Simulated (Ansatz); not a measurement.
## V2CF2 monolayer: phonons and vibrational spectra

Aim: the phonons of V2CF2 monolayer at a cell relaxed beforehand at this level. After the zone centre comes a 4×4×1 q mesh on a 20×20×1 k mesh.

Program: Ansatz 0.2.0. Level of theory: DFT PBE, scalar-relativistic, plane waves, PAW; PAW set soft_1. Results are calculated unless marked as measured.

## 1. The starting structure

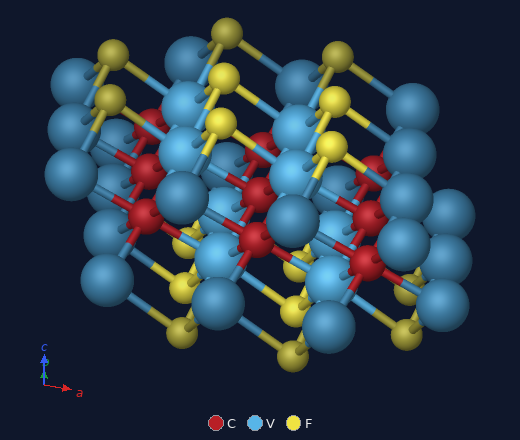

The starting structure, seen from a free direction (carbon red, vanadium blue, fluorine yellow). 2×2×1 cells are drawn. Some periodic images of atoms are drawn too.

The cell holds 5 atoms: 1 C, 2 V and 2 F. Its edges and angles: a = 2.986 Å, b = 2.986 Å, c = 33.200 Å, α = 90.0°, β = 90.0°, γ = 120.0°. Vacuum lies along c.

Structure file:

```cif
data_structure
_symmetry_space_group_name_H-M 'P 1'
_symmetry_Int_Tables_number 1
_cell_length_a 2.9861
_cell_length_b 2.9861
_cell_length_c 33.2000
_cell_angle_alpha 90.000
_cell_angle_beta 90.000
_cell_angle_gamma 120.000
_cell_volume 256.38
loop_
_atom_site_label
_atom_site_type_symbol
_atom_site_fract_x
_atom_site_fract_y
_atom_site_fract_z
_atom_site_occupancy
C1 C 0.00000 0.00000 0.30120 1
V2 V 0.33333 0.66667 0.33191 1
V3 V 0.66667 0.33333 0.27050 1
F4 F 0.66667 0.33333 0.37050 1
F5 F 0.33333 0.66667 0.23191 1
```

## 2. Zone-centre response

The cell comes from relaxations at this level that are not shown. The zone centre comes first: it holds the modes that light can see, as far as symmetry allows. No field response is asked, since the mesh shows no gap.

input.yaml

```yaml
crystal:
  lattice:
    - [2.986102731, 0.0, 0.0]
    - [-1.4930513655, 2.5860408234, 0.0]
    - [0.0, 0.0, 33.2]
  atoms:
    - { symbol: C, position: [0.0, 0.0, 0.3012048193] }
    - { symbol: V, position: [0.3333333333, 0.6666666667, 0.331912456] }
    - { symbol: V, position: [0.6666666667, 0.3333333333, 0.2704971826] }
    - { symbol: F, position: [0.6666666667, 0.3333333333, 0.3704953277] }
    - { symbol: F, position: [0.3333333333, 0.6666666667, 0.2319143109] }
  periodic: [true, true, false]
kpoints:
  mp_grid: { grid: [18, 18, 1] }
hamiltonian:
  xc: pbe
  pseudopotentials: { kind: paw, azcp: { folder: soft_1 } }
scf:
  occupations: { method: methfessel_paxton, width: 0.2 }
output:
  eigenvalues: true
phonons:
  method: dfpt
```

Launch:

```
$ ansatz run input.yaml --threads 4 --pin off --max-ram 16384MiB --backend cpu --events-out ev --progress --plain --runs-dir out
```

Numbers of over 12 decimals in the logs are rounded to 6 here.

What it wrote:

```text
Warning: crystal.symmetry: narrowed to the stabiliser of the run's FFT grids — unitary ops 12 → 6. A phonons.method: dfpt run fills in the rows of the dynamical matrix that it does not solve by its symmetry operations, which is exact only for operations that map its FFT grids onto themselves: filled in by any other, the frequencies could depend on the order in which like atoms are typed, or, by more than the grids' own error, on where the crystal sits among the grids' points. Excluded: 6 operations. The run can therefore solve more perturbations, solve them on more k-points, or both, and cost more. [rest of the remark cut]
Engine: ansatz 0.2.0, aarch64-unknown-linux-gnu
Pseudopotentials: kind: paw
Pseudopotential: C, paw, valence charge 4, recommended cutoff 420 eV (normal), soft_1/C.paw.azcp
Pseudopotential: V, paw, valence charge 13, recommended cutoff 420 eV (normal), soft_1/V.paw.azcp
Pseudopotential: F, paw, valence charge 7, recommended cutoff 420 eV (normal), soft_1/F.paw.azcp
Functional definition: PBE
  parameter kappa = 0.804
  parameter beta = 0.066725
  exchange = pbe_x(kappa = kappa, mu = beta*pi^2/3)
  correlation = pbe_c(beta = beta)
Crystal: 5 atoms, lattice volume = 256.376 Å³
Basis set: ecut = 420 eV, 4851 PW (Γ), exchange–correlation on 40×40×450 points (8 copies of the dense FFT grid, shifted against one another)
Bands: 27, of which v1, the nominal top of the filled ones, is band 22 counted from 1 (21 counted from 0)
Symmetry: 12 space group operations
k-points: 91 of 324 (irreducible under 2 space group operations, time reversal used)
Non-local potential: C, projectors of the file, l = 0: 2, l = 1: 2, l = 2: 1
Non-local potential: V, projectors of the file, l = 0: 3, l = 1: 2, l = 2: 3, l = 3: 1
Non-local potential: F, projectors of the file, l = 0: 2, l = 1: 2, l = 2: 1
PAW form: soft (Blöchl's): semilocal exchange-correlation on the pseudo side does not see the compensation charge
PAW one-centre angular grid: C, 110 points (default); XC on 64 Gauss nodes
PAW one-centre angular grid: V, 590 points (default); XC on 64 Gauss nodes
PAW one-centre angular grid: F, 110 points (default); XC on 64 Gauss nodes
Initial density: superposition of atomic densities (neutral atoms: chi_scale 0, normalization atom)
Initial wavefunctions: pseudopotential atomic-orbital guess
Functional: x = pbe(κ = 0.804, μ = 0.219515), c = pbe(β = 0.066725)
SCF iter   1: F=—  HF=-7700.319329 eV  |F-HF|=—  |Δ(HF+E_count)|=         —  Δρ=7.43e-2  dr2=2.09e1  ethr=3.10e-3  ⟨swp⟩=12.7  Hψ=17770  notcnv=0
preconditioner: auto → LDOS  [metal: Δε(μ)=0.033 eV  Ē_g=10.569 eV  σ=0.200 eV  W_gap=0.14  n_scr=20 (ndim 8)  ℏωp=12.3 eV  f_vac=0.776  D(μ)=2.00/eV (n_scr^D=12)  β→1.0]
SCF iter   2: F=—  HF=-7701.051353 eV  |F-HF|=—  |Δ(HF+E_count)|=   7.32e-1  S|Δr|=    0.00e0  Δρ=9.59e-2  dr2=2.85e1  ethr=3.10e-3  ⟨swp⟩=8.2  Hψ=24433  notcnv=0
automatic band count: the SCF goes on with 32 bands, as 27 were too few: the levels above may hold too much charge
SCF iter   3: F=—  HF=-7695.344200 eV  |F-HF|=—  |Δ(HF+E_count)|=    5.71e0  S|Δr|=    0.00e0  Δρ=1.16e-2  dr2=2.12e-1  ethr=3.10e-3  ⟨swp⟩=5.0  Hψ=8804  notcnv=0  defer=145
SCF iter   4: F=—  HF=-7695.307703 eV  |F-HF|=—  |Δ(HF+E_count)|=   3.65e-2  S|Δr|=    0.00e0  Δρ=2.40e-3  dr2=8.27e-3  ethr=4.81e-4  ⟨swp⟩=3.2  Hψ=6569  notcnv=0  defer=163
SCF iter   5: F=—  HF=-7695.309599 eV  |F-HF|=—  |Δ(HF+E_count)|=   1.90e-3  S|Δr|=    0.00e0  Δρ=1.09e-3  dr2=2.47e-3  ethr=1.88e-5  ⟨swp⟩=3.3  Hψ=5815  notcnv=0  defer=163
SCF iter   6: F=—  HF=-7695.309132 eV  |F-HF|=—  |Δ(HF+E_count)|=   4.67e-4  S|Δr|=    0.00e0  Δρ=4.19e-4  dr2=4.38e-4  ethr=5.61e-6  ⟨swp⟩=3.3  Hψ=5537  notcnv=0  defer=163
SCF iter   7: F=—  HF=-7695.309067 eV  |F-HF|=—  |Δ(HF+E_count)|=   6.44e-5  S|Δr|=    0.00e0  Δρ=5.72e-5  dr2=3.68e-6  ethr=9.94e-7  ⟨swp⟩=3.0  Hψ=5198  notcnv=0  defer=163
SCF iter   8: F=—  HF=-7695.309064 eV  |F-HF|=—  |Δ(HF+E_count)|=   2.99e-6  S|Δr|=    0.00e0  Δρ=2.26e-5  dr2=1.19e-6  ethr=8.35e-9  ⟨swp⟩=3.9  Hψ=7455  notcnv=0  defer=163
SCF iter   9: F=—  HF=-7695.309065 eV  |F-HF|=—  |Δ(HF+E_count)|=   3.21e-7  S|Δr|=    0.00e0  Δρ=6.79e-6  dr2=9.33e-8  ethr=2.70e-9  ⟨swp⟩=3.5  Hψ=5126  notcnv=0  defer=163
SCF iter  10: F=—  HF=-7695.309065 eV  |F-HF|=—  |Δ(HF+E_count)|=   1.33e-7  S|Δr|=    0.00e0  Δρ=1.00e-6  dr2=2.12e-9  ethr=2.12e-10  ⟨swp⟩=3.0  Hψ=5553  notcnv=0  defer=163
SCF iter  11: F=—  HF=-7695.309065 eV  |F-HF|=—  |Δ(HF+E_count)|=   2.29e-8  S|Δr|=    0.00e0  Δρ=1.64e-7  dr2=5.58e-11  ethr=4.82e-12  ⟨swp⟩=4.4  Hψ=7265  notcnv=0  defer=163
SCF iter  12: F=-7695.309065 eV  HF=-7695.309065 eV  |F-HF|=8.91e-11  |Δ(HF+E_count)|=  3.35e-10  S|Δr|=    0.00e0  Δρ=3.03e-8  dr2=9.63e-13  ethr=1.00e-12  ⟨swp⟩=28.2  Hψ=27403  notcnv=0
SCF 1 converged in 12 iterations: F = -7695.309065 eV  dr2 = 9.63e-13
  greatest PAW one-centre occupation: 1.000 electrons in one spin orbital (limit 2), on the V atom at site 2 (counted from 0), in its partial waves of l = 0
DFPT response loops at Γ: preconditioner auto → none (partly filled bands, converged f_vac=0.786); β = 0.50; Broyden in place of MSR1
SCF converged after 12 iterations
Stability not checked: this state was not tested for a lower state beside it, because cold or Methfessel-Paxton smearing, or corrected tetrahedra, fill the levels in a way that the test cannot read (fill_not_monotonic; see scf.lower_state_search)
Free energy (F): -7695.309065 eV
Harris-Foulkes:  -7695.309065 eV  (|F-HF|=8.91e-11)
Internal energy: -7695.309425 eV  (E = F + TS)
E sigma→0 (E₀):  -7695.309155 eV
Entropy (-TS):   0.000360 eV (0.072 meV/atom)
Fermi energy:    -5.334886 eV
--- Per-component energies (eV) ---
  E_band       = -1198.566147
  E_kinetic    = 1075.294663
  E_local      = -150502.966773  (includes V_loc(G=0)·N_el)
  E_nonlocal   = 360.381384
  E_hartree    = 74497.421987
  E_xc         = -432.191842
  E_vxc        = -548.035314  (∫ρ·V_xc dr)
  E_paw        = -2760.687302  (= ΣΔE_a)
  E_vpaw       = -578.087429  (= ΣTr[D̂ρ^β])
  E_aug_tail   = 0.003405  (compensation charges beyond the density's cutoff)
  E_ewald      = 70067.435053
  E_smearing   = 0.000360  (= −TS)
  E_closure    = 0.000000  (closes the sum)
  Σ components = -7695.309065   (vs F -7695.309065, Δ=0.00e0)
--- Band table (eV; the first three rows and the last of 91) ---
  k-point 0: bands = [... 18 lower, -9.0219, -9.0219, -6.6428, -6.6428, -5.7845, -4.7721, -4.7721, -4.5193, ... 6 higher]
  k-point 1: bands = [... 18 lower, -9.1356, -9.0572, -6.6706, -6.5860, -5.7748, -4.7971, -4.7635, -4.5249, ... 6 higher]
  k-point 2: bands = [... 18 lower, -9.4194, -9.1455, -6.7733, -6.4281, -5.7300, -4.8444, -4.7359, -4.5304, ... 6 higher]
  k-point 90: bands = [... 18 lower, -10.1889, -9.4462, -6.5701, -6.0875, -4.7356, -4.5354, -4.2815, -4.0001, ... 6 higher]
  ° read free of the cell's end (the report's vacuum.weakly_bound_levels)
--- Phonons (Γ-DFPT): 10 representative perturbations + reference, on 91 of 324 k-points (Σ response iterations 53) ---
  ASR residual: 7.338e-5 → 0.000e0 eV/Å²; symmetrization residual: 5.395e-6 eV/Å²
  The last average, over the group as it would stand without the narrowing to the FFT grids, took up to 1.861e-6 eV/Å² of the zone centre's force constants
  ASR residual per site (eV/Å²): 3.03e-5 6.15e-5 7.34e-5 1.74e-5 1.34e-5
  Γ frequencies (cm⁻¹): 0.00 0.00 0.00 197.83 197.83 219.94 219.94 272.49 272.49 292.21 453.43 525.07 634.67 759.04 759.04
  non-analytic LO–TO correction: not included (Born effective charges unavailable; polar crystals: no LO–TO splitting at Γ)
```

The job ended after 3.9 min (4 threads of Arm Neoverse V2, shared host; peak memory 2.4 GiB).

The column dr2 measures how far the density is from self-consistency, as an energy; F and HF (Harris–Foulkes) agree once it is small.

This run has no spin polarisation, although V can carry a moment.

Numbers from this step:

- gap on the k-mesh: 0 eV
- sum-rule residual before enforcement: 7.34e-5 eV/Å²
- point group: -3m
- area per atom: 1.544 Å²
- highest optical mode at the zone centre (no LO-TO term): 759.0 cm⁻¹
- lowest optical zone-centre mode: 197.8 cm⁻¹

Patterns of degenerate modes are one choice out of their space. The modes at Γ (shares of kinetic energy by element, %):

| mode | frequency (cm⁻¹) | symmetry | C % | V % | F % |
| --- | --- | --- | --- | --- | --- |
| 1 | 0.0 | acoustic | 8 | 67 | 25 |
| 2 | 0.0 | acoustic | 8 | 67 | 25 |
| 3 | 0.0 | acoustic | 8 | 67 | 25 |
| 4 | 197.8 | Eg | 0 | 11 | 89 |
| 5 | 197.8 | Eg | 0 | 11 | 89 |
| 6 | 219.9 | Eu | 1 | 24 | 75 |
| 7 | 219.9 | Eu | 1 | 24 | 75 |
| 8 | 272.5 | Eg | 0 | 89 | 11 |
| 9 | 272.5 | Eg | 0 | 89 | 11 |
| 10 | 292.2 | A1g | 0 | 41 | 59 |
| 11 | 453.4 | A2u | 0 | 26 | 74 |
| 12 | 525.1 | A1g | 0 | 59 | 41 |
| 13 | 634.7 | A2u | 92 | 7 | 1 |
| 14 | 759.0 | Eu | 91 | 9 | 0 |
| 15 | 759.0 | Eu | 91 | 9 | 0 |

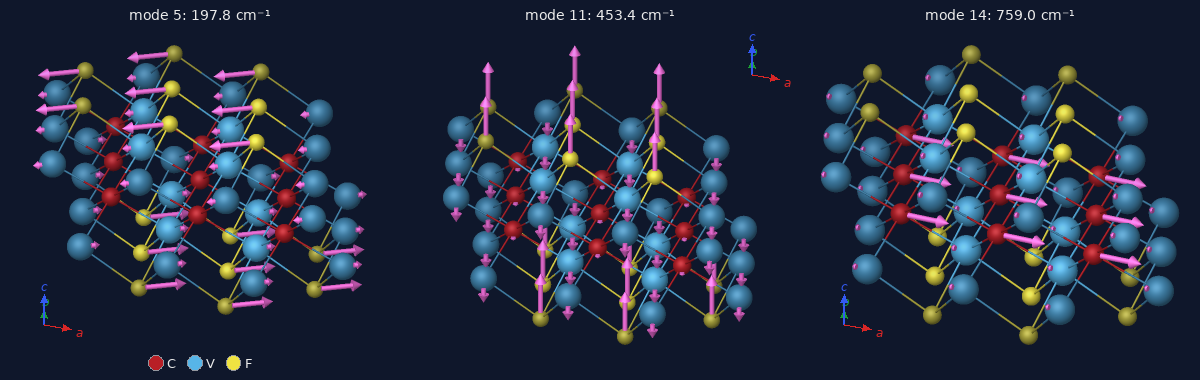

Displacement patterns of modes 5, 11 and 14 at Γ; arrows are exaggerated. 2×2×1 cells are drawn. Some periodic images of atoms are drawn too.

Before it was imposed, the acoustic sum rule was missed by 7.3e-5 eV/Å². Small misses are needed for a sound result but don't prove that mesh and cutoff are converged. The lowest optical mode is real, 198 cm⁻¹.

(Part 1 of 2 ends here.)

[Logs are printed without paths, hosts, clocks, repeated set-up lines and the standing remarks that a program may print on its own settings, such as how far it seeks lower states.]

[Hosts, paths, dates, database ids (printed as entryN), source tags and the programs' standing remarks are cut or masked in the printed files.]
